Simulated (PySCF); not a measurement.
# C₅H₉GeN: electronic excitations

Wanted: the electronic excitations of C₅H₉GeN (`C#C[C@H]1[CH2][GeH2][CH2]N1`), by calculation.

The runs use PySCF 2.14.0, with density-fitted response routines of our own; the level of theory stands in each step. All values are computed, except where a source is named. Atoms are numbered from 0 throughout.

## 1. The molecule as given

16 atoms, charge 0, multiplicity 1; geometry from: GFN2-xTB.

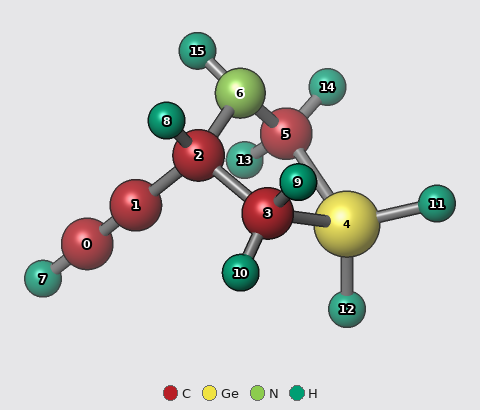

The starting geometry (carbon red, germanium yellow, nitrogen green, hydrogen teal), atoms numbered.

## 2. Ultraviolet spectrum: PBE0/def2-SVPD

Job settings and geometry (Å):

```
{"job": {"kind": "uv", "xc": "PBE0", "basis": "def2-SVPD", "nstates": 8, "ntriplets": 3}, "charge": 0, "multiplicity": 1}
C      2.580303    -0.191345     0.735861
C      1.685551    -0.262672    -0.057089
C      0.546352    -0.239379    -0.965687
C     -0.477145    -1.311838    -0.561465
Ge    -1.555103    -0.372190     0.808382
C     -0.687523     1.353868     0.356091
N     -0.143338     1.049171    -0.957008
H      3.386918    -0.167673     1.407254
H      0.909033    -0.412720    -1.987586
H     -1.090440    -1.571068    -1.423692
H      0.024101    -2.212946    -0.214648
H     -3.033212    -0.420247     0.545803
H     -1.336644    -0.836746     2.222810
H      0.082420     1.624825     1.092811
H     -1.376947     2.193384     0.262889
H      0.478075     1.786520    -1.276136
```

Method: TDDFT PBE0/def2-SVPD, vertical, gas phase, core orbitals frozen in the response.

On the command line:

```bash
$ OMP_NUM_THREADS=1 python probes_run.py task.json out
```

The driver reads the jobs from task.json and runs them one after another.

Output:

```text
coarse grid: 60688 points
cycle   1  E = -2326.5635914232  dE =  2.532e-01  |g| = 5.452e-01  |ddm| = 8.942e+00
cycle   2  E = -2326.5528153129  dE =  1.078e-02  |g| = 6.030e-01  |ddm| = 2.885e+00
cycle   3  E = -2326.6205323461  dE = -6.772e-02  |g| = 7.129e-02  |ddm| = 1.264e+00
cycle   4  E = -2326.6214934472  dE = -9.611e-04  |g| = 3.506e-02  |ddm| = 2.080e-01
cycle   5  E = -2326.6217452271  dE = -2.518e-04  |g| = 1.481e-02  |ddm| = 7.952e-02
cycle   6  E = -2326.6217956721  dE = -5.045e-05  |g| = 4.806e-03  |ddm| = 3.095e-02
cycle   7  E = -2326.6218009093  dE = -5.237e-06  |g| = 9.223e-04  |ddm| = 1.468e-02
final grid: 128424 points
cycle   8  E = -2326.6218391219  dE =  1.325e-07  |g| = 1.354e-03  |ddm| = 1.562e-02
cycle   9  E = -2326.6218381653  dE =  9.566e-07  |g| = 2.404e-03  |ddm| = 7.580e-03
cycle  10  E = -2326.6218395119  dE = -1.347e-06  |g| = 3.862e-04  |ddm| = 4.581e-03
cycle  11  E = -2326.6218395481  dE = -3.612e-08  |g| = 3.636e-05  |ddm| = 6.671e-04
cycle  12  E = -2326.6218395484  dE = -3.365e-10  |g| = 7.600e-06  |ddm| = 1.229e-04
converged SCF energy = -2326.6218395484

Static polarisability (au): isotropic 91.431, principal 82.901 87.036 104.355

Singlet excitations
state   eV       nm        f      main configurations
  1   6.0275    205.7   0.01306   H->L+1 0.50, H->L 0.40
  2   6.1355    202.1   0.00718   H->L 0.45, H->L+1 0.43
  3   6.4389    192.6   0.00885   H->L+2 0.65, H->L 0.12
  4   6.6702    185.9   0.01498   H->L+4 0.78
  5   6.7353    184.1   0.01206   H-1->L+2 0.29, H-1->L+4 0.14, H->L+2 0.11
  6   6.8552    180.9   0.01001   H->L+3 0.82
  7   6.9701    177.9   0.01532   H-1->L 0.24, H-2->L+2 0.22, H-1->L+4 0.14
  8   7.0720    175.3   0.00500   H-2->L 0.29, H-2->L+4 0.23, H->L+4 0.12

Triplet excitations (Tamm-Dancoff, eV): 5.3554 5.7518 5.8324
```

It took 90 s on 1 thread of Arm Neoverse N1, shared host; peak memory 0.94 GiB.

Frontier orbitals and where they lie:

```
orbital     eV                       atoms
 HOMO−3  -8.39   C3 18 %, C5 17 %, C1 14 %
 HOMO−2  -8.06    C0 35 %, C1 34 %, C5 7 %
 HOMO−1  -7.83   C0 30 %, C1 27 %, C3 12 %
   HOMO  -6.76   N6 57 %, C5 12 %, H13 6 %
   LUMO   0.53  Ge4 18 %, C3 11 %, C0 10 %
 LUMO+1   0.53  Ge4 24 %, C5 10 %, C0 10 %
 LUMO+2   0.83  C0 27 %, C1 20 %, Ge4 12 %
```

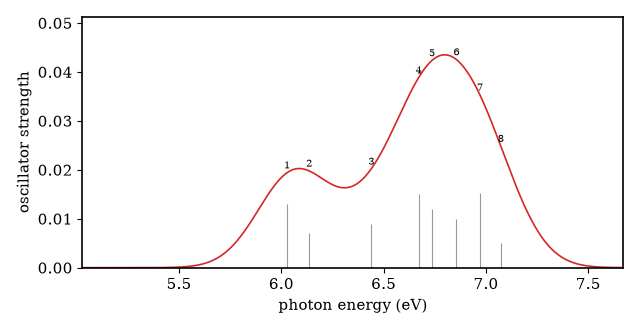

Absorption spectrum from the 8 singlet states computed; above the last one it falls off for lack of states. Lines are broadened to a width of 0.40 eV (Gaussian).

Further results of this job:

```
           property  computed
  dipole moment (D)      0.63
polarisability (Å³)     13.55
 HOMO–LUMO gap (eV)      7.29
      −ε(HOMO) (eV)      6.76
```

## 3. What came out

| quantity | value |
| --- | --- |
| lowest singlet (PBE0/def2-SVPD) | 6.03 eV (206 nm), f = 0.013 |
| brightest single state of those computed | state 7, 6.97 eV, f = 0.015 |
| lowest triplet | 5.36 eV |

What this shows: The first singlet state (HOMO→LUMO+1 0.50, HOMO→LUMO 0.40) lies at 6.03 eV and is weak; of the 8 states computed, the strongest absorption comes from state 7 at 6.97 eV. The lowest triplet lies 0.67 eV below the lowest singlet (triplets in Tamm-Dancoff, singlets in full TDDFT). States above −ε(HOMO) lie where TDDFT describes them poorly and they hang on the basis; the brightest is among them.
